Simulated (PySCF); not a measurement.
SMILES [OH+]=[Si] (HOSi (cation, charge +1)), singlet at its PBE0/def2-SVP optimised geometry (Å):

```
3

O      0.2951    -0.0018     0.0000
Si    -1.2638     0.0018    -0.0028
H      1.2638    -0.0018     0.0000
```

Level of theory: PBE0/def2-TZVP in PySCF. Cells within 0.4 Å of a nucleus heavier than hydrogen are left out (blank, or x).

Map of the log10 of the electron density (e/bohr³), floored at −4 on the plane z = 0.0 Å:

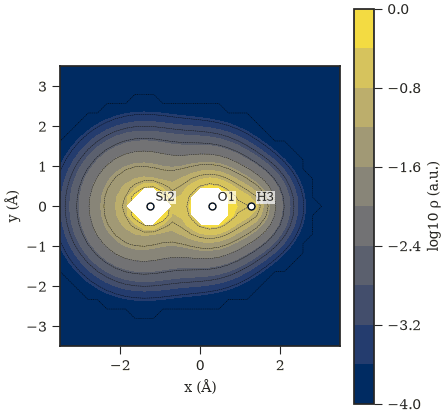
Figure: Log10 of the electron density (e/bohr³), floored at −4 on the plane z = 0.0 Å.
